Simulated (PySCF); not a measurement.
The calculation's input:

```
{"job": {"kind": "nmr", "xc": "PBE0", "basis": "pcSseg-1"}, "charge": 0, "multiplicity": 1}
C     -3.491189     0.019564     0.928390
Si    -1.952536    -0.676734     0.068624
C     -0.567871     0.632766     0.166810
C      0.806555     0.099245    -0.185088
C      0.935590    -0.300477    -1.642290
S      2.060545     1.409896     0.214127
C      3.482779     0.360942     0.597567
F      3.298624    -0.345475     1.750997
H     -3.829866     0.938516     0.458782
H     -3.300264     0.236887     1.975328
H     -4.310130    -0.691194     0.885437
H     -1.502448    -1.903402     0.740807
H     -2.265892    -0.987381    -1.333220
H     -0.530429     1.032254     1.182478
H     -0.794438     1.477567    -0.486557
H      1.061831    -0.736503     0.469979
H      0.277040    -1.139252    -1.855630
H      0.661204     0.533232    -2.284762
H      1.955322    -0.596498    -1.882138
H      4.345484     1.015512     0.735067
H      3.651171    -0.362521    -0.204598
```

Run with:

```sh
OMP_NUM_THREADS=1 python probes_run.py task.json out
```

Geometry: GFN2-xTB.

The calculation used PBE0/pcSseg-1, SCF density, gas phase, non-relativistic in PySCF 2.14.0.

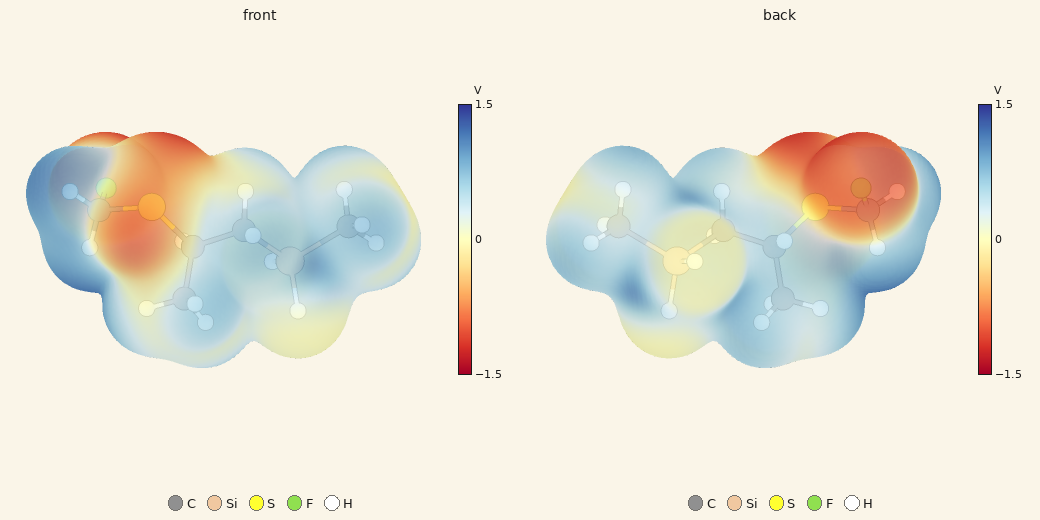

C$_{5}$H$_{13}$FSSi. The electrostatic potential painted on the density surface at 0.002 e/bohr³, seen from the front and from behind; the colour scale runs from red (negative) to blue (positive).

Question: Where is the surface potential most negative and most positive?

Answer: The most negative region (about −1.1 V, or −25 kcal/mol for a unit charge) lies over S6 and F8, the most positive (about +1.1 V, or +25 kcal/mol for a unit charge) over H19, H20 and H21.
